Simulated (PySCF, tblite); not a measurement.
# C₂H₉NSSi₃: geometry, infrared bands and NMR shifts

Aim: predict the infrared bands and NMR shifts of C₂H₉NSSi₃ (`[SiH3]N([SiH3])C1=C[SiH2]S1`).

Computed with tblite 0.8.0 and PySCF 2.14.0, with density-fitted response routines of our own, on a single molecule in the gas phase. Atoms count from 0, in the outputs and in this text.

### Step 1. Starting geometry

16 atoms, charge 0, multiplicity 1; geometry from: force field or distance geometry start.

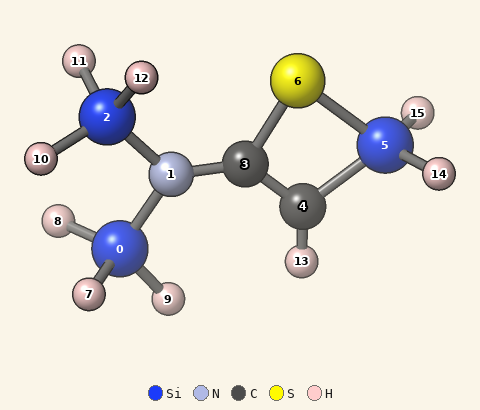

The starting geometry (silicon blue, nitrogen light blue, carbon dark grey, sulfur yellow, hydrogen pink), atoms numbered; sticks join atoms by distance.

### Step 2. Geometry optimisation with GFN2-xTB

The job: settings as JSON, then the geometry in Å.

```
{"job": {"kind": "relax", "xc": "GFN2-xTB", "basis": "xTB"}, "charge": 0, "multiplicity": 1}
Si    -1.859400    -1.004500     0.139700
N     -0.653300     0.212400     0.121100
Si    -1.463400     1.669300     0.491400
C      0.635900     0.033100    -0.164100
C      1.416200    -1.069000    -0.413600
Si     3.068900    -0.311900    -0.691300
S      1.879800     1.358600    -0.312400
H     -2.377800    -1.183200     1.524200
H     -2.958300    -0.656700    -0.799400
H     -1.298800    -2.297800    -0.298800
H     -2.658100     1.471100     1.366700
H     -1.916100     2.290800    -0.784100
H     -0.582800     2.599200     1.233000
H      1.153900    -2.121100    -0.461700
H      4.050600    -0.592100     0.389200
H      3.555200    -0.389500    -2.076800
```

The run is started by

```
> OMP_NUM_THREADS=1 python probes_run.py task.json out
```

This one command runs all jobs of the session in turn.

Output:

```text
step      E/eV     max force
  0    -551.17958    2.570
  1    -551.44507    1.063
  2    -551.51513    0.688
  3    -551.54582    0.451
  4    -551.57866    0.580
  5    -551.63483    0.697
  6    -551.66175    0.494
  7    -551.68002    0.413
  8    -551.69528    0.242
  9    -551.70634    0.230
 10    -551.71451    0.227
 11    -551.72167    0.200
 12    -551.72844    0.193
 13    -551.73666    0.245
 14    -551.74328    0.249
 15    -551.74774    0.168
 16    -551.75132    0.151
 17    -551.75461    0.166
 18    -551.75729    0.130
 19    -551.75937    0.116
 20    -551.76152    0.121
 21    -551.76443    0.159
 22    -551.76759    0.151
 23    -551.76968    0.082
 24    -551.77058    0.065
 25    -551.77106    0.054
 26    -551.77161    0.049
 27    -551.77225    0.064
 28    -551.77293    0.067
 29    -551.77380    0.087
 30    -551.77522    0.099
 31    -551.77748    0.136
 32    -551.78002    0.152
 33    -551.78211    0.098
 34    -551.78365    0.100
 35    -551.78483    0.103
 36    -551.78709    0.151
 37    -551.79057    0.189
 38    -551.79485    0.196
 39    -551.79843    0.163
 40    -551.80126    0.125
 41    -551.80417    0.161
 42    -551.80677    0.192
 43    -551.81135    0.203
 44    -551.81621    0.142
 45    -551.81870    0.112
 46    -551.81981    0.081
 47    -551.82077    0.059
 48    -551.82146    0.067
 49    -551.82230    0.071
 50    -551.82319    0.062
 51    -551.82412    0.067
 52    -551.82490    0.059
 53    -551.82557    0.070
 54    -551.82621    0.061
 55    -551.82688    0.054
 56    -551.82753    0.060
 57    -551.82811    0.064
 58    -551.82864    0.063
 59    -551.82927    0.072
 60    -551.83014    0.084
 61    -551.83145    0.079
 62    -551.83216    0.049
 63    -551.83252    0.041
 64    -551.83274    0.041
 65    -551.83302    0.040
 66    -551.83335    0.039
 67    -551.83366    0.049
 68    -551.83393    0.048
 69    -551.83428    0.052
 70    -551.83483    0.059
 71    -551.83558    0.066
 72    -551.83632    0.071
 73    -551.83694    0.077
 74    -551.83756    0.067
 75    -551.83838    0.070
 76    -551.83953    0.100
 77    -551.84082    0.115
 78    -551.84157    0.094
 79    -551.84272    0.115
 80    -551.84392    0.087
 81    -551.84668    0.084
 82    -551.84833    0.097
 83    -551.85074    0.114
 84    -551.85228    0.109
 85    -551.85146    0.185
 86    -551.85431    0.087
 87    -551.85520    0.073
 88    -551.85687    0.078
 89    -551.86069    0.129
 90    -551.86219    0.130
 91    -551.86504    0.087
 92    -551.86623    0.096
 93    -551.86730    0.086
 94    -551.86814    0.068
 95    -551.86942    0.083
 96    -551.87027    0.066
 97    -551.87156    0.056
 98    -551.87216    0.048
 99    -551.87246    0.040
100    -551.87270    0.036
101    -551.87302    0.040
102    -551.87332    0.046
103    -551.87356    0.048
104    -551.87375    0.038
105    -551.87388    0.022
106    -551.87393    0.017
107    -551.87399    0.028
108    -551.87408    0.040
109    -551.87421    0.048
110    -551.87437    0.041
111    -551.87448    0.021
112    -551.87455    0.020
113    -551.87462    0.020
114    -551.87472    0.033
115    -551.87490    0.046
116    -551.87523    0.052
117    -551.87579    0.046
118    -551.87651    0.041
119    -551.87694    0.035
120    -551.87714    0.035
121    -551.87732    0.031
122    -551.87755    0.029
123    -551.87791    0.039
124    -551.87837    0.044
125    -551.87881    0.061
126    -551.87912    0.049
127    -551.87939    0.031
128    -551.87959    0.031
129    -551.87976    0.031
130    -551.87990    0.028
131    -551.88003    0.028
132    -551.88016    0.020
133    -551.88028    0.022
134    -551.88036    0.021
135    -551.88041    0.020
136    -551.88047    0.016
137    -551.88054    0.018
138    -551.88060    0.018
139    -551.88068    0.022
140    -551.88075    0.019
141    -551.88082    0.019
142    -551.88087    0.019
143    -551.88092    0.017
144    -551.88096    0.016
145    -551.88100    0.019
146    -551.88105    0.020
147    -551.88110    0.015
148    -551.88113    0.014
149    -551.88116    0.013
150    -551.88119    0.019
151    -551.88123    0.024
152    -551.88129    0.022
153    -551.88137    0.026
154    -551.88146    0.023
155    -551.88153    0.021
156    -551.88159    0.017
157    -551.88165    0.016
158    -551.88171    0.024
159    -551.88179    0.028
160    -551.88185    0.022
161    -551.88188    0.012
162    -551.88190    0.009
```

It took 2.7 s on 1 thread of Arm Neoverse N1, shared host; peak memory 0.18 GiB.

The steps of the relaxation: (not every step is listed)

```csv
step,energy from step 0 (eV),largest force (eV/Å)
0,0.0000,2.5703
1,-0.2655,1.0630
2,-0.3356,0.6883
3,-0.3662,0.4505
4,-0.3991,0.5801
5,-0.4552,0.6970
6,-0.4822,0.4939
7,-0.5004,0.4130
8,-0.5157,0.2417
22,-0.5880,0.1513
36,-0.6075,0.1509
50,-0.6436,0.0619
64,-0.6532,0.0411
78,-0.6620,0.0943
92,-0.6866,0.0955
106,-0.6943,0.0169
120,-0.6976,0.0350
134,-0.7008,0.0212
148,-0.7015,0.0140
157,-0.7021,0.0155
158,-0.7021,0.0242
159,-0.7022,0.0278
160,-0.7023,0.0220
161,-0.7023,0.0117
162,-0.7023,0.0093
```

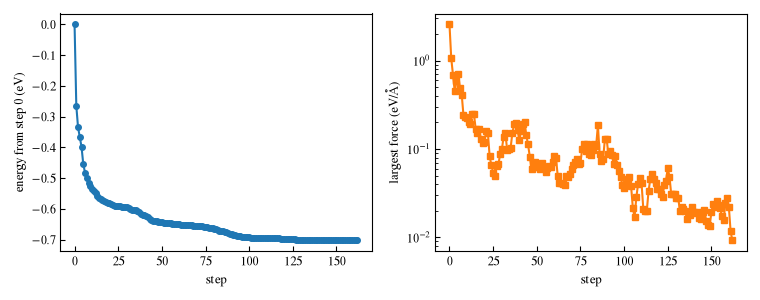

Energy and largest force along the relaxation.

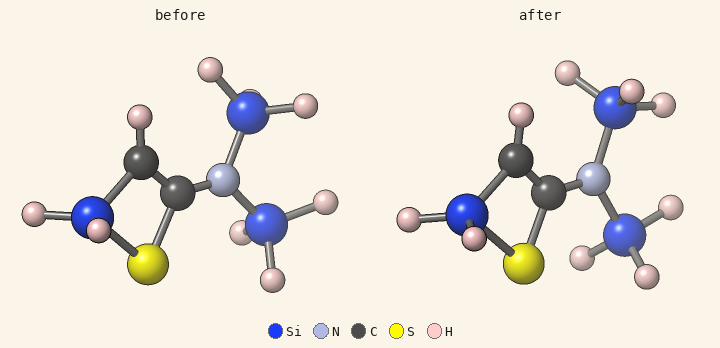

The geometry before (left) and after (right).

Distances of close pairs at the start and the end, largest changes first:

```csv
bond,before (Å),after (Å),change (Å)
Si5–S6,2.085,2.227,+0.142
C3–S6,1.824,1.768,-0.055
N1–Si2,1.708,1.763,+0.055
Si0–N1,1.713,1.755,+0.042
Si2–H10,1.494,1.460,-0.035
Si2–H11,1.489,1.458,-0.031
Si0–H8,1.487,1.456,-0.031
Si5–H14,1.487,1.457,-0.029
```

The end geometry stands in the next job.

### Step 3. Vibrational analysis with GFN2-xTB

The job: settings as JSON, then the geometry in Å.

```
{"job": {"kind": "ir", "xc": "GFN2-xTB", "basis": "xTB"}, "charge": 0, "multiplicity": 1}
Si    -1.800260    -1.228255     0.219653
N     -0.790026     0.201844     0.099957
Si    -1.331694     1.870384     0.272248
C      0.526477     0.021989    -0.142393
C      1.250694    -1.117256    -0.317277
Si     2.921507    -0.380308    -0.580647
S      1.622116     1.403018    -0.281074
H     -1.304279    -2.049276     1.326204
H     -3.146751    -0.740477     0.480475
H     -1.726419    -1.947475    -1.053349
H     -2.762902     1.740385     0.527496
H     -1.078640     2.564307    -0.985075
H     -0.649148     2.464569     1.416145
H      0.847704    -2.114679    -0.285500
H      3.917569    -0.385199     0.483214
H      3.496453    -0.294627    -1.917101
```

Output:

```text
mode    cm-1     km/mol
  1      36.3      2.30
  2      96.4      5.85
  3     141.9      0.71
  4     145.9      3.07
  5     169.2      0.08
  6     206.2      2.43
  7     234.2      0.64
  8     328.5      9.60
  9     381.4     12.20
 10     400.4     31.18
 11     446.3     20.37
 12     498.0     43.27
 13     530.8      3.40
 14     554.3      4.91
 15     559.4      0.57
 16     571.6      0.52
 17     591.8     80.24
 18     598.5    187.10
 19     630.7    113.96
 20     654.5      0.72
 21     750.1     34.30
 22     762.2    308.97
 23     768.7     30.34
 24     774.9     45.12
 25     782.9    333.72
 26     784.7    316.14
 27     789.3    447.82
 28     824.1    533.52
 29     887.0      6.42
 30     981.0    231.24
 31    1166.4     23.90
 32    1218.7    320.83
 33    1557.4    524.26
 34    2247.1    289.53
 35    2253.3    161.26
 36    2289.6    253.89
 37    2290.0    321.12
 38    2305.3    402.54
 39    2306.1    193.63
 40    2310.2     80.50
 41    2329.2    432.24
 42    3086.0     40.12
```

Run time: 1.4 s. Hardware: 1 thread of Arm Neoverse N1, shared host; peak memory 0.18 GiB.

The strongest bands and the atoms that carry them (share of the mass-weighted mode):

```csv
cm⁻¹,km/mol,atoms
783,333.7,"H10 19 %, H11 14 %, H7 13 %"
789,447.8,"H9 16 %, H7 16 %, C3 14 %, H8 11 %"
824,533.5,"H10 23 %, H12 15 %, H11 14 %, H8 12 %"
1219,320.8,"N1 39 %, C3 38 %, C4 20 %"
1557,524.3,"C3 63 %, C4 26 %"
2290,321.1,"H15 44 %, H14 44 %"
2305,402.5,"H12 66 %, H11 22 %"
2329,432.2,H8 88 %
```

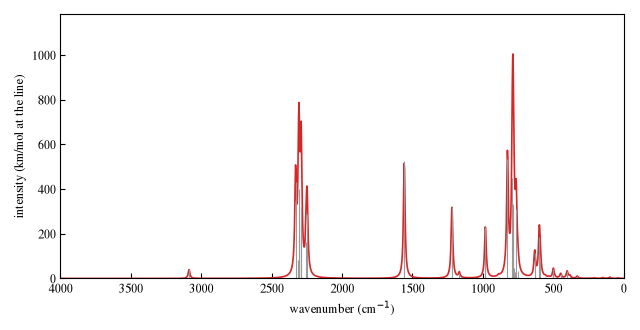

The infrared spectrum from these modes, unscaled. Lines are broadened to a width of 14 cm⁻¹ (Lorentzian).

### Step 4. NMR shieldings: PBE0/pcSseg-1

Same as in step 3 but for these lines:

```diff
@@ -1,2 +1,2 @@
-{"job": {"kind": "ir", "xc": "GFN2-xTB", "basis": "xTB"}, "charge": 0, "multiplicity": 1}
+{"job": {"kind": "nmr", "xc": "PBE0", "basis": "pcSseg-1"}, "charge": 0, "multiplicity": 1}
 Si    -1.800260    -1.228255     0.219653
```

Method: GIAO PBE0/pcSseg-1 NMR shielding, non-relativistic, gas phase.

Output:

```text
coarse grid: 15312 points
cycle   1  E = -1402.2290466517  dE =  8.299e-01  |g| = 4.669e-01  |ddm| = 3.901e+00
cycle   2  E = -1402.2032404796  dE =  2.581e-02  |g| = 5.680e-01  |ddm| = 1.013e+00
cycle   3  E = -1402.2816031885  dE = -7.836e-02  |g| = 7.279e-02  |ddm| = 6.036e-01
cycle   4  E = -1402.2827538325  dE = -1.151e-03  |g| = 3.921e-02  |ddm| = 1.464e-01
cycle   5  E = -1402.2831585661  dE = -4.047e-04  |g| = 1.111e-02  |ddm| = 5.526e-02
cycle   6  E = -1402.2831828691  dE = -2.430e-05  |g| = 4.589e-03  |ddm| = 1.461e-02
cycle   7  E = -1402.2831873746  dE = -4.506e-06  |g| = 6.464e-04  |ddm| = 4.418e-03
final grid: 129280 points
cycle   8  E = -1402.3226002857  dE = -1.648e-05  |g| = 6.541e-03  |ddm| = 2.643e-02
cycle   9  E = -1402.3225854416  dE =  1.484e-05  |g| = 9.966e-03  |ddm| = 1.798e-02
cycle  10  E = -1402.3226103002  dE = -2.486e-05  |g| = 7.706e-04  |ddm| = 1.199e-02
cycle  11  E = -1402.3226104181  dE = -1.179e-07  |g| = 3.243e-04  |ddm| = 1.182e-03
cycle  12  E = -1402.3226104453  dE = -2.725e-08  |g| = 8.269e-05  |ddm| = 4.476e-04
cycle  13  E = -1402.3226104470  dE = -1.746e-09  |g| = 2.710e-05  |ddm| = 1.129e-04
cycle  14  E = -1402.3226104472  dE = -1.780e-10  |g| = 7.088e-06  |ddm| = 3.221e-05
converged SCF energy = -1402.3226104472

GIAO shielding tensors (ppm)
atom      isotropic    diamagn.    paramagn.     s11        s22        s33       span
  0 Si     402.216     881.482    -479.266    370.130    371.079    465.441     95.311
  1 N      182.779     332.730    -149.951    102.326    208.341    237.671    135.345
  2 Si     399.157     880.466    -481.309    367.278    370.319    459.872     92.593
  3 C       13.661     256.293    -242.632    -92.361     24.138    109.205    201.566
  4 C      105.900     258.254    -152.354     41.359    138.061    138.280     96.922
  5 Si     401.416     880.714    -479.297    350.821    409.052    444.376     93.554
  6 S      526.348    1059.280    -532.933    313.557    435.980    829.505    515.948
  7 H       26.956      30.390      -3.434     23.610     25.197     32.060      8.450
  8 H       27.104      30.448      -3.344     23.067     26.566     31.680      8.613
  9 H       26.960      30.332      -3.372     23.611     25.201     32.068      8.457
 10 H       27.182      30.176      -2.995     23.072     26.696     31.777      8.705
 11 H       26.403      29.450      -3.047     22.492     25.387     31.329      8.838
 12 H       26.405      29.479      -3.074     22.490     25.405     31.320      8.830
 13 H       28.124      33.892      -5.769     23.981     26.111     34.279     10.298
 14 H       26.552      28.965      -2.413     22.785     24.713     32.157      9.372
 15 H       26.555      28.930      -2.375     22.793     24.700     32.171      9.378
```

Run time: 61 s. Hardware: 1 thread of Arm Neoverse N1, shared host; peak memory 0.79 GiB.

The references, computed at this level on geometries of the same kind, shield at (ppm): 1H TMS 31.72, 13C TMS 186.9, 29Si TMS 349.2, 15N NH3 267.7, 33S CS2 504. Their shielding less the atom's gives the shift. The references are single molecules in the gas phase, so shifts against H2O, NH3, PH3, H3PO4 or CFCl3 are not on the usual liquid scales and can be off by tens of ppm. Atoms listed in one row are averaged.

```csv
atoms,environment,σ (ppm),δ (ppm),δ scaled to CDCl3
C3,alkene carbon bearing nitrogen,13.7,173.3,162.8
C4,β carbon of an enol-ether or enamine type C=C,105.9,81.0,77.2
"H14, H15","hydrogen on a silicon bonded to C, S, in a 4-membered ring",26.55,5.16,–
"H7, H8, H9, H10, H11, H12",hydrogen on a silicon bonded to N,26.83,4.88,–
H13,hydrogen on a β carbon of an enol-ether or enamine type C=C,28.12,3.59,3.49
"Si0, Si2","silicon bonded to N, 3 H",400.7,-51.5,–
Si5,"silicon bonded to C, S, 2 H, in a 4-membered ring",401.4,-52.3,–
N1,enamine nitrogen,182.8,84.9,–
S6,"sulfur bonded to C, Si, in a 4-membered ring",526,-23,–
```

The scaled column applies a straight-line fit of computed shieldings to shifts measured in CDCl3, with any fitted terms for Cl, Br or S neighbours (root-mean-square error 0.16 ppm for H, 1.9 ppm for C).

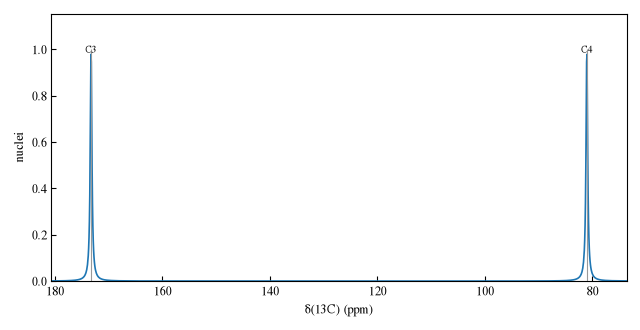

13C lines at the computed shifts, without couplings. Lines are broadened to a width of 0.37 ppm (Lorentzian).

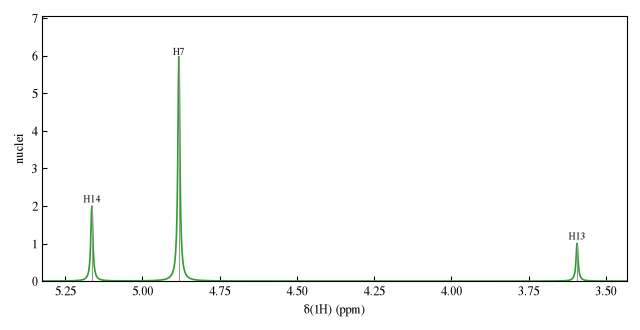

1H lines at the computed shifts, without couplings. Lines are broadened to a width of 0.01 ppm (Lorentzian).

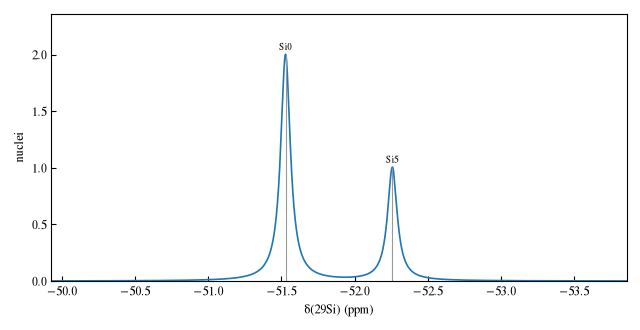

29Si lines at the computed shifts, without couplings. Lines are broadened to a width of 0.08 ppm (Lorentzian).

Charges from the same density, by scheme (e):

```csv
atoms,Mulliken,IAO,Hirshfeld,ESP fit
"Si0, Si2",0.62,0.73,0.35,0.46
N1,-0.91,-0.69,-0.23,-0.17
C3,0.09,0.06,0.05,0.01
C4,-0.39,-0.61,-0.23,-0.65
Si5,0.70,0.75,0.34,0.77
S6,-0.27,-0.19,-0.10,-0.30
```

Hirshfeld charges:

Si0 0.36; N1 -0.23; Si2 0.34; C3 0.05; C4 -0.23; Si5 0.34; S6 -0.10; H7 -0.07; H8 -0.07; H9 -0.07; H10 -0.07; H11 -0.07; H12 -0.07; H13 0.03; H14 -0.07; H15 -0.07

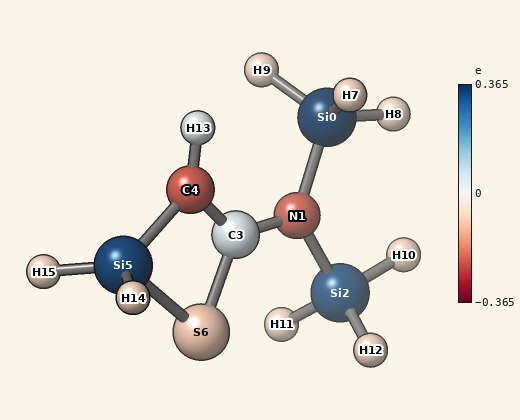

Hirshfeld charges, as colours on the atoms.

Mayer bond orders: Si0–N1 0.86, N1–Si2 0.84, N1–C3 1.08, C3–C4 1.63, C4–Si5 0.98, Si5–S6 0.79, S6–C3 1.08.

Ring of atoms C3, C4, Si5, S6: NICS(0) -3.6, NICS(1) -1.1, NICS(1)zz 7.1 ppm (means of both faces).

### Step 5. What came out

```
                                                                quantity                 value
                               strongest single infrared mode (GFN2-xTB)  824 cm⁻¹, 534 km/mol
                                            zero-point energy (GFN2-xTB)         59.0 kcal/mol
                                  13C shifts against TMS (PBE0/pcSseg-1)       173.3, 81.0 ppm
  1H shifts against TMS (PBE0/pcSseg-1, means over atoms taken as alike)  5.16, 4.88, 3.59 ppm
29Si shifts against TMS (PBE0/pcSseg-1, means over atoms taken as alike)      -51.5, -52.3 ppm
                                  15N shifts against NH3 (PBE0/pcSseg-1)              84.9 ppm
                                  33S shifts against CS2 (PBE0/pcSseg-1)               -23 ppm
```

What this shows: The optimisation took 162 steps and gained 0.702 eV; among the close pairs (by a distance rule), Si5–S6 changed most, from 2.085 to 2.227 Å. No mode is imaginary among the 42: a minimum at this level. The strongest single mode, at 824 cm⁻¹, has its largest shares on H10, H12, H11 and H8 (the list is cut at 4 atoms). GFN2-xTB is a fitted tight-binding method: band positions and strengths are rough. Its intensities can rank the bands wrongly. C3 (alkene carbon bearing nitrogen) lies farthest downfield among carbon, at 173.3 ppm; an sp2 carbon further deshielded by the attached heteroatom. At PBE0/pcSseg-1: Shielding is most anisotropic at S6 (span 516 ppm, paramagnetic term -533 ppm).
